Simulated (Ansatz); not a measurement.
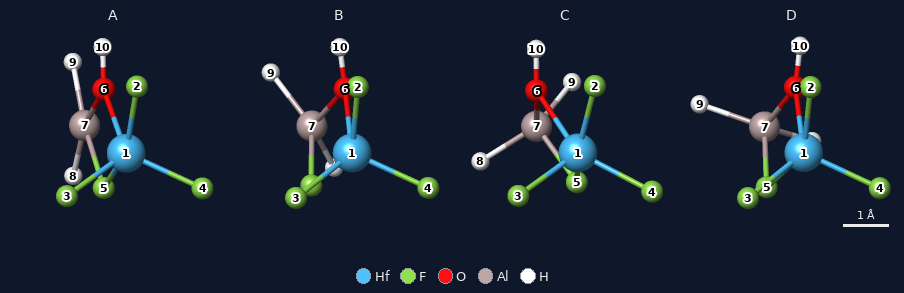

4 geometries from a converged minimum-energy path of HfAlH3OF4, shuffled. Style: ball-and-stick. Shown from a free direction.

Method: RKS PBE0/def2-SVP in Ansatz 0.2.0. Set-up: 9 movable images; climbing image; force threshold 0.05 eV/Å; iteration limit 60; starting path through a guess of the saddle point.

Question: One of them is the converged climbing image. Which?

Answer: A. In order along the path, whose images run from 0 to 10: C (image 2, +0.11 eV), A (image 5, +1.12 eV), B (image 7, +0.48 eV), D (image 9, +0.03 eV). No bond forms or breaks between the ends. Bond angles that change up to the highest image, for instance: F5–Al7–H9 109.8° → 163.4°, O6–Al7–H8 111.0° → 159.6°.
